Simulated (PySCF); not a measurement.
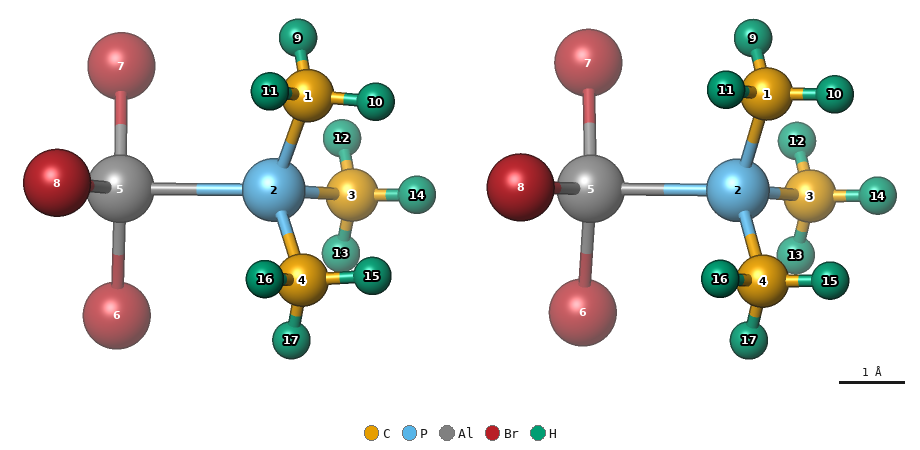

Two geometries of C3H9AlBr3P, drawn at one scale. One is the start of a relaxation, the other its converged end. A ball-and-stick model, seen at a tilt.

All numbers below come from PBE0-D3(BJ)/def2-SVP geometry optimisation, gas phase in PySCF 2.14.0, density-fitted response routines. 

Q: Which geometry has the lower energy?

A: The right one is the relaxed one. The start comes from GFN2-xTB. Its atoms were then displaced at random by about 0.01 Å. Over 5 geometry steps the energy falls by 0.137 eV. The largest moves after the best rigid fit, 0.17 Å, are those of Al5 and Br7. Largest moves by element: Al 0.17 Å, Br 0.17 Å, H 0.13 Å, P 0.07 Å, C 0.06 Å. Among the contacts that change: P2–Al5 2.496 → 2.395 Å, C1–H9 1.069 → 1.100 Å, C4–H15 1.129 → 1.100 Å, Al5–Br6 2.259 → 2.288 Å. Bond angles that change, for instance: C1–P2–C3 102.8° → 106.6°, P2–C1–H9 112.0° → 108.3°, H10–C1–H11 106.6° → 109.9°.
